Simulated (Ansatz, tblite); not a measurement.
# The cluster SnGe₆: rung by rung

Aim: run the singlet of the cluster SnGe₆ at one geometry on many levels, and compare frontier levels, spin and run time.

Method: as each input shows; program: Ansatz 0.2.0, Gaussian basis.

Levels to be run: GFN1-xTB, GFN2-xTB, PBE-D4/def2-TZVP, r2SCAN-D4/def2-TZVP, LC-ωPBE/def2-TZVP, r2SCANh-D4/def2-TZVP, PBE-D4/def2-SVP, PBE0-D4/def2-SVP, PBE-D4/def2-TZVPD, LC-ωPBE/def2-TZVPD, MP2/def2-SVP, RPA/def2-SVP.

12 further runs of the same task are left out: 10 that didn't finish, 2 set aside as unsound or not needed. Runs told in other sessions of the task aren't counted.

## 1. The geometry

The singlet was relaxed beforehand with PBE-D4/def2-SVP. At that level it is the lowest of the isomers that a small search found.

7 atoms, charge 0, spin multiplicity 1.

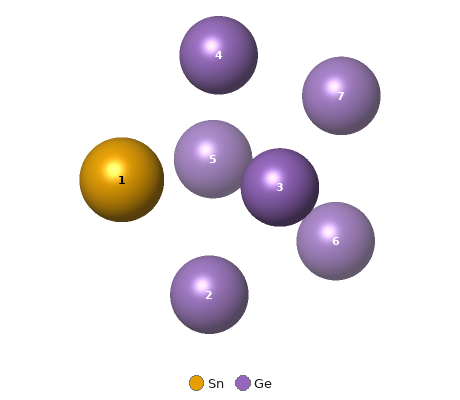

The structure; tin amber, germanium purple; atoms are numbered from 1 in the order of the file.

Sn takes a core potential in the def2 sets. No spin-orbit coupling is included.

PBE0-D4/def2-TZVP was run before; its log isn't repeated, and its numbers join the tables.

## 2. GFN1-xTB

Tight binding, by tblite at 300 K electronic temperature and without a spin-polarisation term:

```python
tblite.interface.Calculator('GFN1-xTB', numbers, positions, charge=0, uhf=0).singlepoint()
```

Energy -340.7109 eV, HOMO -9.69 eV, LUMO -8.93 eV; 0.013 s.

## 3. GFN2-xTB

Tight binding, by tblite at 300 K electronic temperature and without a spin-polarisation term:

```python
tblite.interface.Calculator('GFN2-xTB', numbers, positions, charge=0, uhf=0).singlepoint()
```

Energy -376.5670 eV, HOMO -8.35 eV, LUMO -6.99 eV; 0.03 s.

## 4. PBE-D4/def2-TZVP

start.molden holds the orbitals of an earlier run on this state, given as this run's starting guess.

in.yaml reads:

```yaml
crystal:
  periodic: [false, false, false]
  atoms:
    - {symbol: Sn, position_ang: [0.795593, -0.402979, 2.322407]}
    - {symbol: Ge, position_ang: [1.531399, -1.703572, -0.138403]}
    - {symbol: Ge, position_ang: [1.015344, 0.935445, -0.203165]}
    - {symbol: Ge, position_ang: [-1.124362, 1.497322, 1.326811]}
    - {symbol: Ge, position_ang: [-1.025878, -0.930076, 0.172366]}
    - {symbol: Ge, position_ang: [0.209397, -0.668780, -2.184347]}
    - {symbol: Ge, position_ang: [-1.401493, 1.272650, -1.295648]}
basis:
  gaussian: {orbitals: def2-TZVP, initial_orbitals: start.molden}
hamiltonian: {xc: pbe, dispersion: d4}
scf: {omitted_lower_state_checks: [starts]}
output: {orbitals: {seedname: orbitals}}
```

On the command line:

```sh
> ansatz run in.yaml --threads 4 --pin off --events-out ev --progress --plain --max-ram 4787MiB
```

The log of the run:

```text
Functional definition: PBE
  name "PBE"
  cite "Perdew, Burke & Ernzerhof, Phys. Rev. Lett. 77, 3865 (1996) doi:10.1103/PhysRevLett.77.3865"
  parent pbe
  parameter kappa = 0.804
  parameter beta = 0.06672455060314922
  exchange = pbe_x(kappa = kappa, mu = beta*pi^2/3)
  correlation = pbe_c(beta = beta)
these checks for a lower state are left out or cut short: starts
2536 factors; their error is unknown
mean field evaluation 1: about -344895.6039 eV, gradient 1.9e1 eV
mean field evaluation 2: about -344895.8982 eV, gradient 3.8e-1 eV
mean field evaluation 4: about -344895.8362 eV, gradient 6.9e-2 eV
mean field -344895.83618420 eV, -12674.6882009753 hartree, gradient 1.8e-5 eV, S^2 0.000000; 0 other end points of the search recorded, 0 dependent functions left out
reference -344895.83622152 eV, -12674.6882023466 hartree; 107, 107 occupied and 231, 231 virtual orbitals, 2536 factors
Total energy: -344896.47081135 eV, -12674.7115230928 hartree
Checks for a lower state left out: starts
```

Wall time 11 s (4 threads of Arm Neoverse V1, shared host); peak memory 1 GiB.

HOMO -5.34 eV, LUMO -3.65 eV.

## 5. r2SCAN-D4/def2-TZVP

in.yaml, as its differences from that of step 4:

```diff
@@ -12,3 +12,3 @@
   gaussian: {orbitals: def2-TZVP, initial_orbitals: start.molden}
-hamiltonian: {xc: pbe, dispersion: d4}
+hamiltonian: {xc: r2scan, dispersion: d4}
 scf: {omitted_lower_state_checks: [starts]}
```

Same command.

The log of the run:

```text
Functional definition: r2SCAN
  name "r2SCAN"
  cite "Furness, Kaplan, Ning, Perdew & Sun, J. Phys. Chem. Lett. 11, 8208 (2020) doi:10.1021/acs.jpclett.0c02405"
  cite "Furness, Kaplan, Ning, Perdew & Sun, J. Phys. Chem. Lett. 11, 9248 (2020) doi:10.1021/acs.jpclett.0c03077"
  parent r2scan
  parameter k0 = 0.174
  parameter k1 = 0.065
  parameter a1 = 4.9479
  exchange = r2scan_x(k0 = k0, k1 = k1, a1 = a1)
  correlation = r2scan_c
these checks for a lower state are left out or cut short: starts
2536 factors; their error is unknown
mean field evaluation 1: about -344946.9066 eV, gradient 1.4e1 eV
mean field evaluation 2: about -344947.0460 eV, gradient 2.0e-1 eV
mean field evaluation 4: about -344946.9956 eV, gradient 2.7e-4 eV
mean field -344946.99563350 eV, -12676.5682760596 hartree, gradient 1.3e-5 eV, S^2 0.000000; 0 other end points of the search recorded, 0 dependent functions left out
reference -344946.99564467 eV, -12676.5682764701 hartree; 107, 107 occupied and 231, 231 virtual orbitals, 2536 factors
Total energy: -344947.11142887 eV, -12676.5725314612 hartree
Checks for a lower state left out: starts
```

Wall time 27 s (4 threads of Arm Neoverse V1, shared host); peak memory 1.1 GiB.

From the report: HOMO -5.58 eV, LUMO -3.70 eV.

## 6. LC-ωPBE/def2-TZVP

in.yaml, as its differences from that of step 5:

```diff
@@ -12,4 +12,4 @@
   gaussian: {orbitals: def2-TZVP, initial_orbitals: start.molden}
-hamiltonian: {xc: r2scan, dispersion: d4}
+hamiltonian: {xc: {name: LC-wPBE}}
 scf: {omitted_lower_state_checks: [starts]}
-output: {orbitals: {seedname: orbitals}}
+output: {forces: true, orbitals: {seedname: orbitals}}
```

The command is unchanged.

The log of the run, shortened:

```text
Functional definition: LC-wPBE
  name "LC-wPBE"
  cite "Vydrov & Scuseria, J. Chem. Phys. 125, 234109 (2006) doi:10.1063/1.2409292"
  cite "Heyd & Scuseria, J. Chem. Phys. 120, 7274 (2004) doi:10.1063/1.1668634"
  cite "Ernzerhof & Perdew, J. Chem. Phys. 109, 3313 (1998) doi:10.1063/1.476928"
  cite "Perdew, Burke & Ernzerhof, Phys. Rev. Lett. 77, 3865 (1996) doi:10.1103/PhysRevLett.77.3865"
  parent pbe
[...]
2536 factors; their error is unknown
620 factors; integrals over basis functions are off by at most 1.4e-5 eV
[...]
mean field -344898.88929769 eV, -12674.8004008265 hartree, gradient 1.4e-5 eV, S^2 0.000000; 0 other end points of the search recorded, 0 dependent functions left out
[...]
reference -344898.88929770 eV, -12674.8004008267 hartree; 107, 107 occupied and 231, 231 virtual orbitals, 2536 factors
Total energy: -344898.88929770 eV, -12674.8004008267 hartree
Atom 0 at     0.795593    -0.402979     2.322407 Å, force    -0.414661     0.210015    -1.210300 eV/Å
Atom 1 at     1.531399    -1.703572    -0.138403 Å, force    -0.832454     0.923840     0.063658 eV/Å
Atom 2 at     1.015344     0.935445    -0.203165 Å, force    -0.716287    -0.638246     0.096059 eV/Å
Atom 3 at    -1.124362     1.497322     1.326811 Å, force     0.604628    -0.808337    -0.729352 eV/Å
Atom 4 at    -1.025878    -0.930076     0.172366 Å, force     0.693154     0.649891    -0.163244 eV/Å
Atom 5 at     0.209397    -0.668780    -2.184347 Å, force    -0.104501     0.358382     1.212752 eV/Å
Atom 6 at    -1.401493     1.272650    -1.295648 Å, force     0.770120    -0.695546     0.730428 eV/Å
Dipole moment:     0.074136    -0.037548     0.216434 e Å
Checks for a lower state left out: starts
```

Run time: 28 s. Hardware: 4 threads of Arm Neoverse V1, shared host; peak memory 1.7 GiB.

HOMO -8.06 eV, LUMO -1.42 eV.

## 7. r2SCANh-D4/def2-TZVP

in.yaml, as its differences from that of step 6:

```diff
@@ -12,4 +12,4 @@
   gaussian: {orbitals: def2-TZVP, initial_orbitals: start.molden}
-hamiltonian: {xc: {name: LC-wPBE}}
+hamiltonian: {xc: {name: r2SCANh}, dispersion: d4}
 scf: {omitted_lower_state_checks: [starts]}
-output: {forces: true, orbitals: {seedname: orbitals}}
+output: {orbitals: {seedname: orbitals}}
```

Same command.

The log of the run, shortened:

```text
Functional definition: r2SCANh
  name "r2SCANh"
  cite "Bursch, Neugebauer, Ehlert & Grimme, J. Chem. Phys. 156, 134105 (2022) doi:10.1063/5.0086040"
  cite "Furness, Kaplan, Ning, Perdew & Sun, J. Phys. Chem. Lett. 11, 8208 (2020) doi:10.1021/acs.jpclett.0c02405"
  cite "Furness, Kaplan, Ning, Perdew & Sun, J. Phys. Chem. Lett. 11, 9248 (2020) doi:10.1021/acs.jpclett.0c03077"
  parent r2scan
[...]
2665 factors; their error is unknown
the host lacks memory for fits, so the integrals are decomposed
2434 factors; integrals over basis functions are off by at most 1.3e-3 eV
[...]
mean field -344945.27680475 eV, -12676.5051102681 hartree, gradient 1.5e-5 eV, S^2 0.000000; 0 other end points of the search recorded, 0 dependent functions left out
reference -344945.27681501 eV, -12676.5051106451 hartree; 107, 107 occupied and 231, 231 virtual orbitals, 2434 factors
Total energy: -344945.41399386 eV, -12676.5101518751 hartree
Checks for a lower state left out: starts
```

It took 53 s on 4 threads of Arm Neoverse V1, shared host; peak memory 2 GiB.

HOMO -5.85 eV, LUMO -3.48 eV.

## 8. PBE-D4/def2-SVP

in.yaml, as its differences from that of step 7:

```diff
@@ -11,4 +11,4 @@
 basis:
-  gaussian: {orbitals: def2-TZVP, initial_orbitals: start.molden}
-hamiltonian: {xc: {name: r2SCANh}, dispersion: d4}
+  gaussian: {orbitals: def2-SVP, initial_orbitals: start.molden}
+hamiltonian: {xc: pbe, dispersion: d4}
 scf: {omitted_lower_state_checks: [starts]}
```

Launched as before.

The log of the run:

```text
Functional definition: PBE
  name "PBE"
  cite "Perdew, Burke & Ernzerhof, Phys. Rev. Lett. 77, 3865 (1996) doi:10.1103/PhysRevLett.77.3865"
  parent pbe
  parameter kappa = 0.804
  parameter beta = 0.06672455060314922
  exchange = pbe_x(kappa = kappa, mu = beta*pi^2/3)
  correlation = pbe_c(beta = beta)
these checks for a lower state are left out or cut short: starts
2397 factors; their error is unknown
mean field evaluation 1: about -344852.7845 eV, gradient 2.4e1 eV
mean field evaluation 2: about -344853.1405 eV, gradient 4.8e-1 eV
mean field evaluation 4: about -344852.9484 eV, gradient 7.9e-2 eV
mean field -344852.94837061 eV, -12673.1121028962 hartree, gradient 2.5e-5 eV, S^2 0.000000; 0 other end points of the search recorded, 0 dependent functions left out
reference -344852.94840534 eV, -12673.1121041725 hartree; 107, 107 occupied and 111, 111 virtual orbitals, 2397 factors
Total energy: -344853.58299518 eV, -12673.1354249187 hartree
Checks for a lower state left out: starts
```

Run time: 6 s. Hardware: 4 threads of Arm Neoverse V1, shared host.

From the report: HOMO -5.39 eV, LUMO -3.69 eV.

## 9. PBE0-D4/def2-SVP

in.yaml, as its differences from that of step 8:

```diff
@@ -12,3 +12,3 @@
   gaussian: {orbitals: def2-SVP, initial_orbitals: start.molden}
-hamiltonian: {xc: pbe, dispersion: d4}
+hamiltonian: {xc: pbe0, dispersion: d4}
 scf: {omitted_lower_state_checks: [starts]}
```

Launched as before.

The log of the run:

```text
Functional definition: PBE0
  name "PBE0"
  cite "Adamo & Barone, J. Chem. Phys. 110, 6158 (1999) doi:10.1063/1.478522"
  cite "Perdew, Burke & Ernzerhof, Phys. Rev. Lett. 77, 3865 (1996) doi:10.1103/PhysRevLett.77.3865"
  parent pbe
  parameter a = 0.25
  parameter kappa = 0.804
  parameter beta = 0.06672455060314922
  exchange = (1 - a)*pbe_x(kappa = kappa, mu = beta*pi^2/3) + a*exact_x
  correlation = pbe_c(beta = beta)
these checks for a lower state are left out or cut short: starts
2238 factors; integrals over basis functions are off by at most 3.8e-4 eV
mean field evaluation 1: about -344860.9036 eV, gradient 1.9e1 eV
mean field evaluation 2: about -344860.9806 eV, gradient 1.3e-1 eV
mean field evaluation 4: about -344861.0027 eV, gradient 1.5e-4 eV
mean field -344861.00265680 eV, -12673.4080924543 hartree, gradient 1.7e-5 eV, S^2 0.000000; 0 other end points of the search recorded, 0 dependent functions left out
reference -344861.00268310 eV, -12673.4080934205 hartree; 107, 107 occupied and 111, 111 virtual orbitals, 2238 factors
Total energy: -344861.55147533 eV, -12673.4282611631 hartree
Checks for a lower state left out: starts
```

It took 16 s on 4 threads of Arm Neoverse V1, shared host; peak memory 1 GiB.

Report: HOMO -6.17 eV, LUMO -3.14 eV.

## 10. PBE-D4/def2-TZVPD

in.yaml, as its differences from that of step 9:

```diff
@@ -11,4 +11,4 @@
 basis:
-  gaussian: {orbitals: def2-SVP, initial_orbitals: start.molden}
-hamiltonian: {xc: pbe0, dispersion: d4}
+  gaussian: {orbitals: def2-TZVPD, initial_orbitals: start.molden}
+hamiltonian: {xc: pbe, dispersion: d4}
 scf: {omitted_lower_state_checks: [starts]}
```

Launched as before.

The log of the run:

```text
Functional definition: PBE
  name "PBE"
  cite "Perdew, Burke & Ernzerhof, Phys. Rev. Lett. 77, 3865 (1996) doi:10.1103/PhysRevLett.77.3865"
  parent pbe
  parameter kappa = 0.804
  parameter beta = 0.06672455060314922
  exchange = pbe_x(kappa = kappa, mu = beta*pi^2/3)
  correlation = pbe_c(beta = beta)
these checks for a lower state are left out or cut short: starts
2642 factors; their error is unknown
mean field evaluation 1: about -344895.5634 eV, gradient 2.5e1 eV
mean field evaluation 2: about -344895.9286 eV, gradient 5.6e-1 eV
mean field evaluation 4: about -344895.9085 eV, gradient 6.0e-2 eV
mean field -344895.90851309 eV, -12674.6908590127 hartree, gradient 1.9e-5 eV, S^2 0.000000; 0 other end points of the search recorded, 0 dependent functions left out
reference -344895.90856053 eV, -12674.6908607560 hartree; 107, 107 occupied and 273, 273 virtual orbitals, 2642 factors
Total energy: -344896.54315036 eV, -12674.7141815022 hartree
Checks for a lower state left out: starts
```

Wall time 20 s (4 threads of Arm Neoverse V1, shared host); peak memory 1.4 GiB.

Report: HOMO -5.35 eV, LUMO -3.66 eV.

## 11. LC-ωPBE/def2-TZVPD

in.yaml, as its differences from that of step 10:

```diff
@@ -12,3 +12,3 @@
   gaussian: {orbitals: def2-TZVPD, initial_orbitals: start.molden}
-hamiltonian: {xc: pbe, dispersion: d4}
+hamiltonian: {xc: {name: LC-wPBE}}
 scf: {omitted_lower_state_checks: [starts]}
```

The command is unchanged.

The log of the run, shortened:

```text
Functional definition: LC-wPBE
  name "LC-wPBE"
  cite "Vydrov & Scuseria, J. Chem. Phys. 125, 234109 (2006) doi:10.1063/1.2409292"
  cite "Heyd & Scuseria, J. Chem. Phys. 120, 7274 (2004) doi:10.1063/1.1668634"
  cite "Ernzerhof & Perdew, J. Chem. Phys. 109, 3313 (1998) doi:10.1063/1.476928"
  cite "Perdew, Burke & Ernzerhof, Phys. Rev. Lett. 77, 3865 (1996) doi:10.1103/PhysRevLett.77.3865"
  parent pbe
[...]
2642 factors; their error is unknown
739 factors; integrals over basis functions are off by at most 2.5e-5 eV
[...]
mean field -344898.96823864 eV, -12674.8033018526 hartree, gradient 1.6e-5 eV, S^2 0.000000; 0 other end points of the search recorded, 0 dependent functions left out
reference -344898.96823864 eV, -12674.8033018529 hartree; 107, 107 occupied and 273, 273 virtual orbitals, 2642 factors
Total energy: -344898.96823864 eV, -12674.8033018529 hartree
Checks for a lower state left out: starts
```

It took 31 s on 4 threads of Arm Neoverse V1, shared host; peak memory 2.2 GiB.

From the report: HOMO -8.04 eV, LUMO -1.42 eV.

## 12. MP2/def2-SVP

in.yaml, as its differences from that of step 11:

```diff
@@ -11,4 +11,4 @@
 basis:
-  gaussian: {orbitals: def2-TZVPD, initial_orbitals: start.molden}
-hamiltonian: {xc: {name: LC-wPBE}}
+  gaussian: {orbitals: def2-SVP, initial_orbitals: start.molden}
+correlation: {method: mp2}
 scf: {omitted_lower_state_checks: [starts]}
```

Same command.

The log of the run:

```text
Functional definition: HF
  name "HF"
  cite "Fock, Z. Phys. 61, 126 (1930) doi:10.1007/BF01340294"
  parent pbe
  exchange = exact_x
  correlation = 0
these checks for a lower state are left out or cut short: starts
2238 factors; integrals over basis functions are off by at most 3.8e-4 eV
mean field evaluation 1: about -344605.0348 eV, gradient 3.3e1 eV
mean field evaluation 2: about -344606.5729 eV, gradient 1.7e0 eV
mean field evaluation 4: about -344606.6708 eV, gradient 3.9e-1 eV
mean field evaluation 8: about -344606.6714 eV, gradient 6.2e-6 eV
mean field -344606.67138475 eV, -12664.0615905983 hartree, gradient 6.2e-6 eV, S^2 0.000000; 0 other end points of the search recorded, 0 dependent functions left out
58 core orbitals not correlated: weight in the atoms' cores, before any rotation towards them, 1.000 or more for the frozen orbitals, at most 0.000 for the correlated occupied ones
reference -344606.67138475 eV, -12664.0615905983 hartree; 49, 49 occupied and 111, 111 virtual orbitals, 2238 factors
second order -40.66023798 eV of doubles, -0.00000000 eV of singles
Total energy: -344647.33162274 eV, -12665.5558267838 hartree
Checks for a lower state left out: starts
```

It took 17 s on 4 threads of Arm Neoverse V1, shared host; peak memory 1.1 GiB.

Hartree-Fock HOMO -7.53 eV, LUMO -0.53 eV.

## 13. RPA/def2-SVP

in.yaml, as its differences from that of step 12:

```diff
@@ -12,4 +12,4 @@
   gaussian: {orbitals: def2-SVP, initial_orbitals: start.molden}
-correlation: {method: mp2}
+hamiltonian: {xc: pbe}
+correlation: {method: rpa}
 scf: {omitted_lower_state_checks: [starts]}
-output: {orbitals: {seedname: orbitals}}
```

The command is unchanged.

The log of the run, shortened:

```text
Functional definition: PBE
  name "PBE"
  cite "Perdew, Burke & Ernzerhof, Phys. Rev. Lett. 77, 3865 (1996) doi:10.1103/PhysRevLett.77.3865"
  parent pbe
[...]
2238 factors; integrals over basis functions are off by at most 3.8e-4 eV
[...]
mean field -344852.94835170 eV, -12673.1121022012 hartree, gradient 2.1e-6 eV, S^2 0.000000; 0 other end points of the search recorded, 0 dependent functions left out
58 core orbitals not correlated: weight in the atoms' cores, before any rotation towards them, 1.000 or more for the frozen orbitals, at most 0.000 for the correlated occupied ones
reference -344603.58025815 eV, -12663.9479937908 hartree; 49, 49 occupied and 111, 111 virtual orbitals, 2238 factors
Total energy: -344658.30746011 eV, -12665.9591813674 hartree
Checks for a lower state left out: starts
```

It took 17 s on 4 threads of Arm Neoverse V1, shared host; peak memory 0.85 GiB.

## 14. Comparison

```tsv
level	functions	HOMO (eV)	LUMO (eV)	gap (eV)	time
PBE-D4/def2-SVP	218	-5.39	-3.69	1.71	6 s
PBE-D4/def2-TZVP	338	-5.34	-3.65	1.70	11 s
PBE-D4/def2-TZVPD	380	-5.35	-3.66	1.69	20 s
r2SCAN-D4/def2-TZVP	338	-5.58	-3.70	1.88	27 s
r2SCANh-D4/def2-TZVP	338	-5.85	-3.48	2.38	53 s
PBE0-D4/def2-SVP	218	-6.17	-3.14	3.03	16 s
PBE0-D4/def2-TZVP	338	-6.10	-3.08	3.01	46 s
LC-ωPBE/def2-TZVP	338	-8.06	-1.42	6.63	28 s
LC-ωPBE/def2-TZVPD	380	-8.04	-1.42	6.62	31 s
```

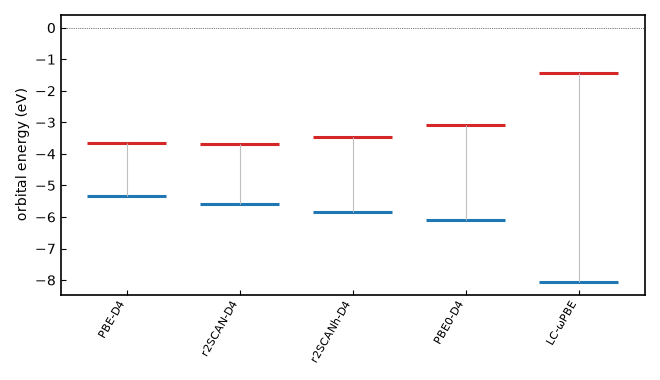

Highest filled (blue) and lowest empty (red) level in def2-TZVP.

Energy pieces by basis (eV):

```tsv
basis	HF	MP2 correlation	total
def2-SVP	-344606.6714	-40.6602	-344647.3316 (MP2)
```

## 15. Binding energy

Free atoms were run apart at each level; binding is atoms less cluster, divided by the number of atoms, without zero-point or spin-orbit terms.

```tsv
level	binding an atom (eV)
HF/def2-SVP	1.466
PBE-D4/def2-SVP	3.285
PBE-D4/def2-TZVP	3.310
PBE-D4/def2-TZVPD	3.315
r2SCAN-D4/def2-TZVP	3.195
r2SCANh-D4/def2-TZVP	3.145
PBE0-D4/def2-SVP	3.124
PBE0-D4/def2-TZVP	3.161
LC-ωPBE/def2-TZVP	2.794
LC-ωPBE/def2-TZVPD	2.800
RPA/def2-SVP	2.505
MP2/def2-SVP	3.059
```

## 16. Results

| quantity | value |
| --- | --- |
| gap in def2-TZVP, named functionals, smallest and largest | 1.70 eV (PBE-D4), 6.63 eV (LC-ωPBE) |
| correlation energy, MP2/def2-SVP | -40.66 eV |
| binding an atom, functionals in def2-TZVP | 2.79 (LC-ωPBE) to 3.31 eV (PBE-D4) |
| PBE0 total energy, smallest basis above largest | 42.84 eV (def2-SVP, def2-TZVP) |

In words: Orbital gaps of the named functionals in def2-TZVP span 1.70 eV (PBE-D4) to 6.63 eV (LC-ωPBE); exact exchange widens it.

The slowest run with a step of its own, r2SCANh-D4/def2-TZVP, took 53 s; the quickest functional in def2-TZVP took 11 s (shared host).
